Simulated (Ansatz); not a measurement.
```xyz
10
Lattice="3.5692 0.0000 0.0000 0.0000 3.5692 0.0000 0.0000 0.0000 13.5916" Properties=species:S:1:pos:R:3 pbc="T T T"
Re    1.7846    0.0000    3.3979
Re    0.0000    1.7846   10.1937
Re    0.0000    1.7846    3.3979
Re    1.7846    0.0000   10.1937
Sb    0.0000    0.0000    0.0000
Sb    1.7846    1.7846    6.7958
Rh    1.7846    1.7846    1.3857
Rh    0.0000    0.0000    8.1815
Rh    0.0000    0.0000    5.4102
Rh    1.7846    1.7846   12.2060
```

Space group I4/mmm; started from the ThCr2Si2_139 prototype, which need not be the ambient phase; computed without spin polarisation.

Method: Ansatz, DFT PBE, scalar-relativistic, plane waves, PAW.

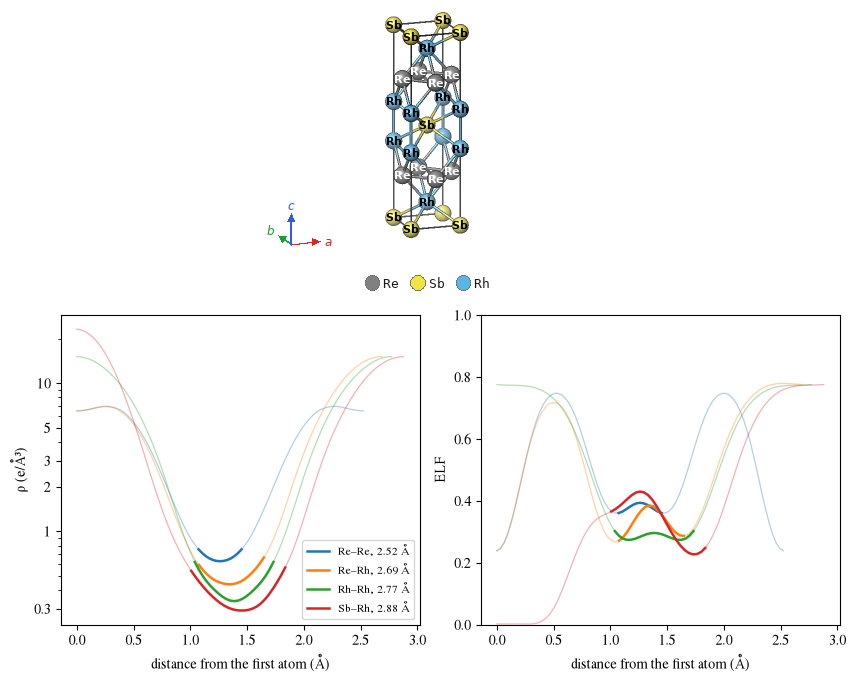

Re2SbRh2. Valence pseudo-density and electron localisation function along straight lines between neighbouring atoms. Thin, pale parts lie inside the atomic spheres. The structure is drawn too.

The density is the valence pseudo-density of a PAW calculation; it isn't the true density close to the nuclei.

What can be read from the curves?

Answer. Re–Re (2.52 Å): ρ is about 0.63 e/Å³ halfway; the ELF is about 0.40 at the midpoint.
Re–Rh (2.69 Å): ρ is about 0.44 e/Å³ halfway; the ELF is about 0.40 at the midpoint.
Rh–Rh (2.77 Å): the density is about 0.34 e/Å³ at the midpoint; the ELF is about 0.30 at the midpoint: no shared electron pair shows on this line.
Sb–Rh (2.88 Å): ρ is about 0.29 e/Å³ halfway; the ELF is about 0.35 at the midpoint (no localised pair shows between them).
